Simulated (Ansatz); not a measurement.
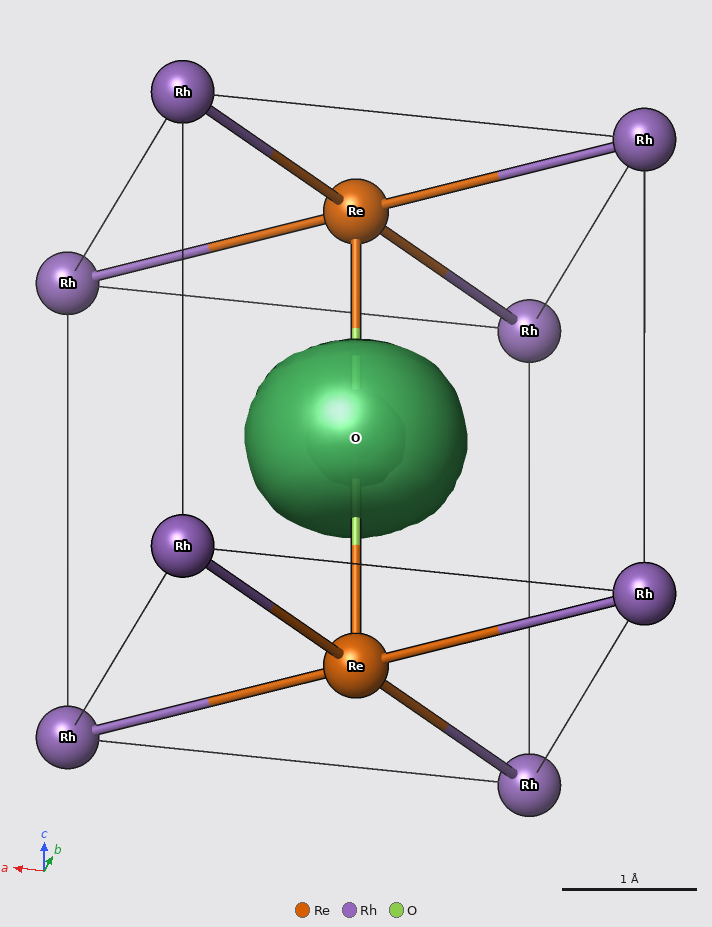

ReRhO. Isosurface of the electron localisation function at 0.7 (green), seen at an oblique angle. Only the valence region is drawn (cores and ρ < 0.01 e/Å³ removed). Sticks mark near contacts.

Space group P4/mmm; a structure generated by program, which may or may not match a known phase; computed without spin polarisation.

Theory: DFT PBE, scalar-relativistic, plane waves, PAW in Ansatz.

Question: Where are the electrons localised?

Answer: At this value the surface marks out one region wrapped around O (its valence shell), counted in one cell of 3 atoms. Any copies at cell faces, edges or corners count once.

Values along the shortest contacts:
Re–O (1.87 Å): the ELF peaks at about 0.85 in the valence shell of O, 0.5 Å from its nucleus, and drops to about 0.20 between the two atoms; no shared electron pair shows on this line. Re–Rh (2.53 Å): the ELF is about 0.35 at the midpoint.
